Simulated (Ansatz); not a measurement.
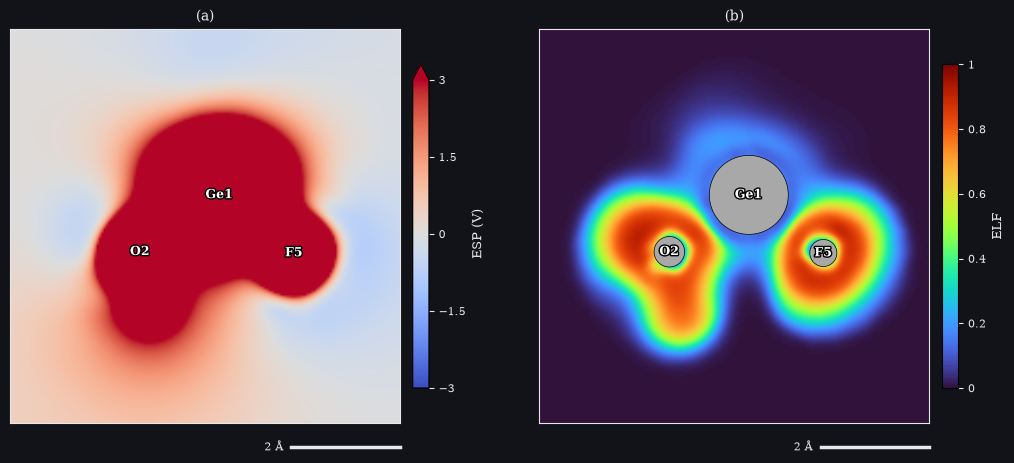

F2GeH2O2···HCl. (a) electrostatic potential; (b) ELF on the plane of atoms O2, Ge1 and F5. Grey discs cover the atomic cores in the ELF map.

Computed with RKS BLYP-D4/def2-SVP (Ansatz 0.2.0).

Input file:

```
crystal:
  periodic: [false, false, false]
  atoms:
    - { symbol: Ge, position_ang: [-0.203591, 0.133611, 0.078139] }
    - { symbol: O, position_ang: [0.012254, 0.258089, 1.842207] }
    - { symbol: H, position_ang: [-0.855737, 0.364759, 2.284271] }
    - { symbol: F, position_ang: [1.388409, 0.334029, -0.584611] }
    - { symbol: F, position_ang: [-1.16486, 1.481383, -0.454287] }
    - { symbol: O, position_ang: [-1.058149, -1.311922, -0.472251] }
    - { symbol: H, position_ang: [-0.553875, -2.101149, -0.16506] }
    - { symbol: Cl, position_ang: [1.265414, -2.744483, 1.219615] }
    - { symbol: H, position_ang: [0.940134, -1.729218, 2.033076] }
basis:
  gaussian: { orbitals: def2-SVP }
hamiltonian:
  xc: blyp
  dispersion: d4
relax:
  f_tol: 0.03
  max_steps: 50
output:
  orbitals: {}
```

Run with:

```sh
ansatz run input.yaml --threads 4 --pin off --max-ram 5120MiB --backend cpu --events-out ev --progress --plain --runs-dir out
```

The fields are those of the run's last geometry, not of the input's.

**What do the fields say about this system?**

- The plane passes through Ge, O and F nuclei.
- Ge–F (1.74 Å): the ELF peaks at about 0.80 in the valence shell of F, 0.5 Å from its nucleus, and is about 0.20 at the midpoint.
- Ge–O (1.80 Å): the ELF peaks at about 0.85 in the valence shell of O, 0.6 Å from its nucleus, and is about 0.30 at the midpoint.
- The ELF also peaks beside F5 and O2, away from the bonds: lone-pair regions.
- Outside the dense part of the complex the potential is most negative (−0.8 V) near F5.
